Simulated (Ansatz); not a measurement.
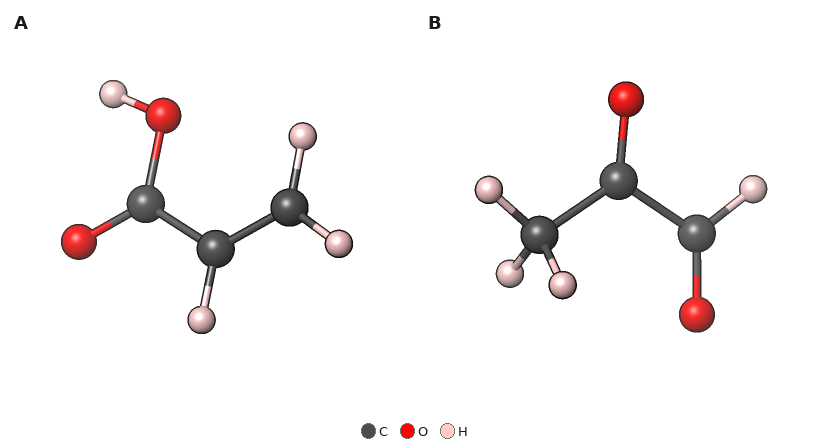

2 stationary structures of one formula. Geometries: PBE0-D4/def2-TZVP. Electronic energies: BLYP-D4/def2-TZVPP (Ansatz 0.2.0), without zero-point energy. Each is one conformer, not always the lowest.

### Are they conformers, stereoisomers or constitutional isomers?

They are constitutional isomers of C3H4O2: A `C=CC(=O)O`, B `CC(=O)C=O`.

### Which structure is the most stable?

A is lowest (a minimum); B lies 49.7 kJ/mol above it (a minimum).

Give E(B) − E(A) in kJ/mol at these levels too: ωB97X-V/def2-TZVPP; BHLYP-D4/def2-TZVPP; RHF-CCSD(T) (frozen core)/def2-TZVPP; SPW92 (LDA)/def2-TZVPP; r2SCAN0-D4/def2-TZVPP; B2PLYP (frozen core)/def2-TZVPP; PBE-D4/def2-TZVPP; revPBE-D4/def2-TZVPP.

| level | E(B) − E(A) (kJ/mol) |
| --- | --- |
| ωB97X-V/def2-TZVPP | +47.7 |
| BHLYP-D4/def2-TZVPP | +55.9 |
| RHF-CCSD(T) (frozen core)/def2-TZVPP | +51.1 |
| SPW92 (LDA)/def2-TZVPP | +71.5 |
| r2SCAN0-D4/def2-TZVPP | +60.9 |
| B2PLYP (frozen core)/def2-TZVPP | +52.1 |
| PBE-D4/def2-TZVPP | +54.0 |
| revPBE-D4/def2-TZVPP | +49.3 |
